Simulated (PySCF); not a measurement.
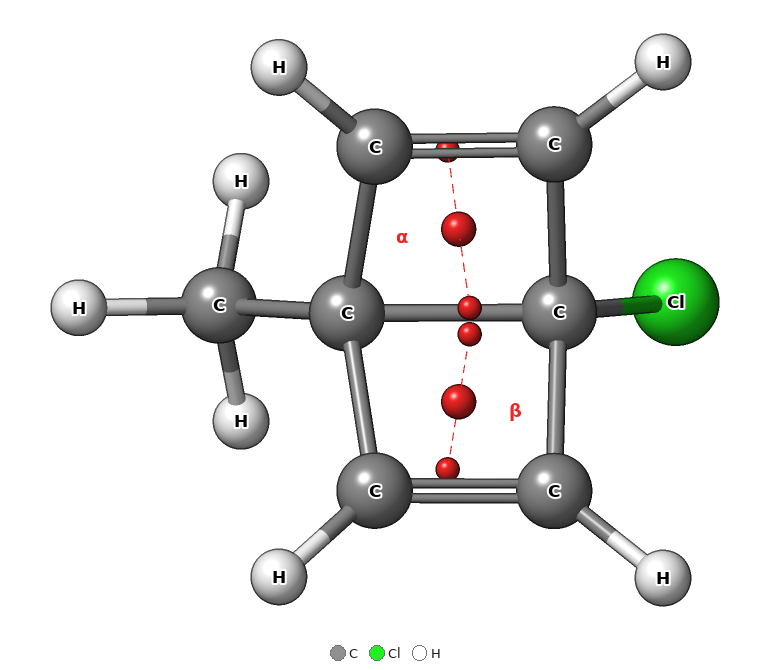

The small points mark where nucleus-independent chemical shifts (NICS) were computed: at the centre of each lettered ring and 1 Å above and below it. The computed structure is the end point of a GFN2-xTB optimisation. No frequency run is at hand to confirm it as a minimum. Method: GIAO PBE0/pcSseg-1 NMR shielding, non-relativistic, gas phase (PySCF 2.14.0).

Give NICS(0), NICS(1) and the out-of-plane component NICS(1)zz for each ring (means of the two sides).

| ring | members | NICS(0) | NICS(1) | NICS(1)zz |
| --- | --- | --- | --- | --- |
| α | C4 | −0.7 | −1.0 | 1.7 |
| β | C4 | −0.7 | −1.0 | 1.7 |

Values in ppm.
